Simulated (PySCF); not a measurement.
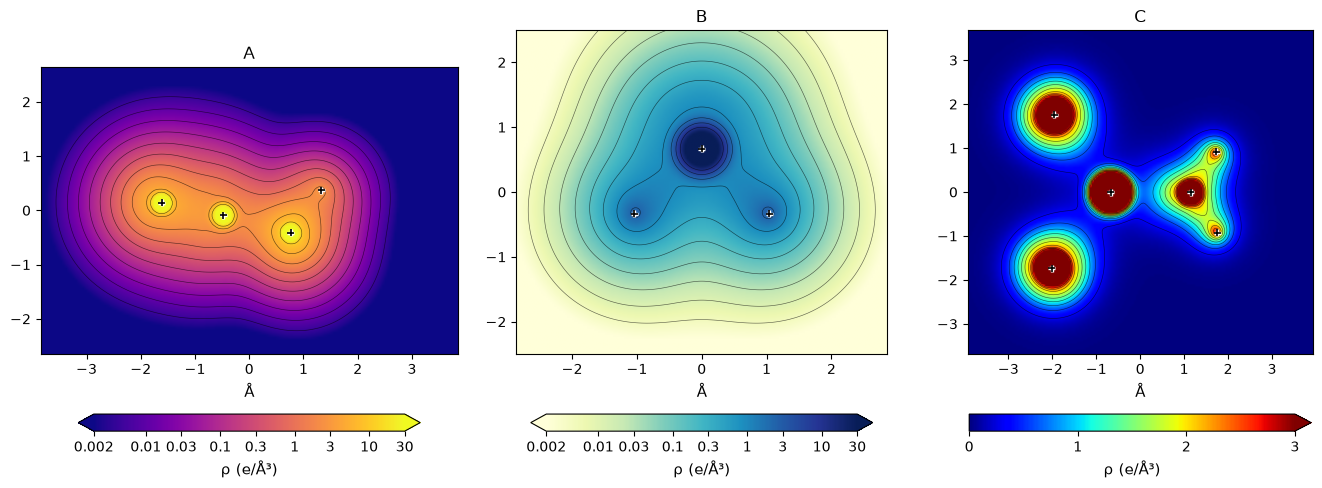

The electron density of 3 systems, each on a plane through atoms (crosses mark nuclei in the plane).

Theory: PySCF 2.14.0, density-fitted response routines, DFT single point, gas phase, functional M06-2X.

System 1: H2P (SMILES [PH2-]) (charge −1), the molecular plane. Geometry: PBE0-D3(BJ)/ma-def2-SVP.

```xyz
3

P     0.0113    0.6630   -0.0058
H    -1.0314   -0.3341   -0.0230
H     1.0439   -0.3447   -0.0002
```

System 2: CH2AlCl2 (SMILES [CH2-][Al]([Cl])[Cl]) (charge −1), the molecular plane. Geometry: PBE0-D3(BJ)/ma-def2-SVP.

```xyz
6

C    -0.8716   -0.3075    0.2397
Al    0.6946    0.1174   -0.5731
Cl    2.3441   -1.2290   -1.0874
Cl    1.3095    2.1086   -1.2386
H    -1.1304   -1.3250    0.5596
H    -1.6456    0.4436    0.4462
```

System 3: CHNO (SMILES N#CO), the molecular plane. Geometry: PBE0-D3(BJ)/ma-def2-SVP.

```xyz
4

N     1.5888   -0.2724    0.0019
C     0.4514   -0.0481   -0.0340
O    -0.8088    0.2143   -0.0045
H    -1.2082    0.1156   -0.8807
```

Question: Which map belongs to which system?

Answer: Panel A is system 3, CHNO: the plane holds N, C, O and H. C–N (1.16 Å): the density is about 3.5 e/Å³ at the midpoint. Panel B is system 1, H2P: the plane holds P and H. P–H (1.44 Å): ρ at the midpoint is about 0.99 e/Å³. Panel C is system 2, CH2AlCl2: the plane holds C, Al, Cl and H. C–Al (1.81 Å): the density is about 0.83 e/Å³ at the midpoint.
